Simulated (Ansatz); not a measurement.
# C2H5AlBN (SMILES B[C]1=C[NH][AlH]1) at wB97X/6-31G(d) (spherical functions)

What is the vertical singlet–triplet gap of C2H5AlBN at wB97X/6-31G* (spherical functions)? 

The results are computed with Ansatz 0.2.0.

127 further runs of the same task are left out: 127 set aside as unsound or not needed.

## 1. The structure to begin with

C2H5AlBN has 10 atoms, charge 0, and is taken as a singlet. As SMILES, `B[C]1=C[NH][AlH]1`. Geometry: relaxed at PBE0-D4/def2-TZVP.

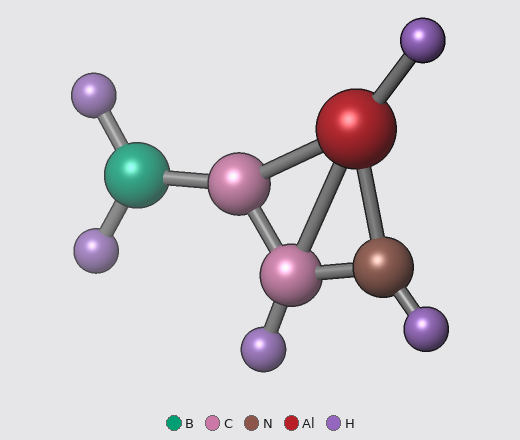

The structure, seen from a chosen angle (boron teal, carbon pink, nitrogen brown, aluminium red, hydrogen purple).

## 2. The energy at wB97X/6-31G(d) (spherical functions)

File input.yaml:

```yaml
crystal:
  periodic: [false, false, false]
  atoms:
    - {symbol: B, position_ang: [-1.253000, 0.576700, -1.418700]}
    - {symbol: C, position_ang: [-0.143800, 0.242800, -0.478800]}
    - {symbol: C, position_ang: [-0.315000, -0.471300, 0.702300]}
    - {symbol: "N", position_ang: [0.820900, -0.673500, 1.422800]}
    - {symbol: Al, position_ang: [1.688500, 0.264900, 0.080500]}
    - {symbol: H, position_ang: [-2.375700, 0.217000, -1.161700]}
    - {symbol: H, position_ang: [-1.076200, 1.195400, -2.432600]}
    - {symbol: H, position_ang: [-1.273000, -0.859200, 1.061700]}
    - {symbol: H, position_ang: [0.792000, -1.179400, 2.289700]}
    - {symbol: H, position_ang: [3.218400, 0.635500, -0.062200]}
basis:
  gaussian:
    orbitals: 6-31G_st_-spherical.json
hamiltonian:
  xc: {name: wB97X}
accuracy: high
output:
  orbitals: {seedname: orbitals}
```

The basis set 6-31G* is read from a file made from the Basis Set Exchange's data (not shown).

Command:

```sh
ansatz run input.yaml --threads 1 --pin off --max-ram 3480MiB --events-out events.jsonl --progress --plain --runs-dir runs
```

Log:

```text
Warning: RAYON_NUM_THREADS=1 ignored (pool sized by the plan → 1); use --threads N
Functional definition: wB97X
  name "wB97X"
  parameter omega = 0.3/bohr
  parameter cx = 0.157706
  parameter cx1 = 0.726479
  parameter cx2 = 1.04760
  parameter cx3 = -5.70635
  parameter cx4 = 13.2794
  parameter css1 = -4.33879
  parameter css2 = 18.2308
  parameter css3 = -31.7430
  parameter css4 = 17.2901
  parameter cos1 = 2.37031
  parameter cos2 = -11.3995
  parameter cos3 = 6.58405
  parameter cos4 = -3.78132
  exchange = spin_sum(e_x_unif_sr(omega)*poly(b97_u_x, 1 - cx, cx1, cx2, cx3, cx4)) + cx*exact_x_sr(omega)
      + exact_x_lr(omega)
  correlation = spin_sum(e_c_pw_same_spin*poly(b97_u_same, 1, css1, css2, css3, css4))
      + integral(e_c_pw_opposite_spin*poly(b97_u_opposite, 1, cos1, cos2, cos3, cos4))
2027 factors; integrals over basis functions are off by at most 3.5e-9 eV
411 factors; integrals over basis functions are off by at most 2.0e-9 eV
mean field evaluation 1: about -10910.6726 eV, gradient 4.5e1 eV
mean field evaluation 2: about -10912.3181 eV, gradient 3.8e1 eV
mean field evaluation 4: about -10915.4745 eV, gradient 2.4e0 eV
mean field evaluation 8: about -10915.6297 eV, gradient 1.1e-1 eV
mean field evaluation 16: about -10915.6297 eV, gradient 2.1e-4 eV
mean field -10915.62974878 eV, -401.1419943882 hartree, gradient 2.1e-8 eV, S^2 0.000000; 0 other end points of the search recorded, 0 dependent functions left out
reference -10915.62974524 eV, -401.1419942581 hartree; 21, 21 occupied and 63, 63 virtual orbitals, 2027 factors
Total energy: -10915.62974524 eV, -401.1419942581 hartree
```

Run time: 36 s. Hardware: 1 thread of Arm Neoverse V1, shared host; peak memory 0.54 GiB.

## 3. The triplet at the same level

File job.yaml:

```yaml
crystal:
  periodic: [false, false, false]
  atoms:
    - {symbol: B, position_ang: [-1.253000, 0.576700, -1.418700]}
    - {symbol: C, position_ang: [-0.143800, 0.242800, -0.478800]}
    - {symbol: C, position_ang: [-0.315000, -0.471300, 0.702300]}
    - {symbol: "N", position_ang: [0.820900, -0.673500, 1.422800]}
    - {symbol: Al, position_ang: [1.688500, 0.264900, 0.080500]}
    - {symbol: H, position_ang: [-2.375700, 0.217000, -1.161700]}
    - {symbol: H, position_ang: [-1.076200, 1.195400, -2.432600]}
    - {symbol: H, position_ang: [-1.273000, -0.859200, 1.061700]}
    - {symbol: H, position_ang: [0.792000, -1.179400, 2.289700]}
    - {symbol: H, position_ang: [3.218400, 0.635500, -0.062200]}
basis:
  gaussian:
    orbitals: 6-31G_st_-spherical.json
output: {orbitals: {seedname: orbitals}}
hamiltonian:
  xc: {name: wB97X}
accuracy: high
magnetization:
  spin_polarized: true
  initial_magnetization: 2
```

The basis set 6-31G* is read from a file made from the Basis Set Exchange's data (not shown).

Command:

```sh
ansatz run job.yaml --threads 1 --pin off --max-ram 3480MiB --events-out events.jsonl --progress --plain --runs-dir runs
```

Log (excerpt; [...] marks lines left out):

```text
Warning: RAYON_NUM_THREADS=1 ignored (pool sized by the plan → 1); use --threads N
[... 2 set-up lines as earlier in the session ...]
[...]
      + exact_x_lr(omega)
[...]
      + integral(e_c_pw_opposite_spin*poly(b97_u_opposite, 1, cos1, cos2, cos3, cos4))
2027 factors; integrals over basis functions are off by at most 3.5e-9 eV
411 factors; integrals over basis functions are off by at most 2.0e-9 eV
[...]
mean field -10912.73727693 eV, -401.0356980081 hartree, gradient 6.0e-8 eV, S^2 2.007040; 4 other end points of the search recorded, 0 dependent functions left out
reference -10912.73727444 eV, -401.0356979166 hartree; 22, 20 occupied and 62, 64 virtual orbitals, 2027 factors
Total energy: -10912.73727444 eV, -401.0356979166 hartree
```

Wall time 1.9 min (1 thread of Arm Neoverse V1, shared host); peak memory 0.93 GiB.

## 4. Outcome

At wB97X/6-31G* (spherical functions):

| quantity | value |
| --- | --- |
| singlet: total energy | -401.14199 Eh |
| singlet: HOMO energy | -8.18 eV |
| singlet: LUMO energy | 0.63 eV |
| singlet: HOMO–LUMO gap | 8.81 eV |
| triplet: total energy | -401.03570 Eh |
| triplet: HOMO energy (highest over α and β) | -5.24 eV |
| triplet: LUMO energy (lowest over α and β) | -1.79 eV |
| triplet: ⟨S²⟩ | 2.007 |
| vertical energy of the triplet above the singlet | 2.892 eV |

In words: At this shape the triplet lies 2.89 eV (279 kJ/mol) above the singlet.
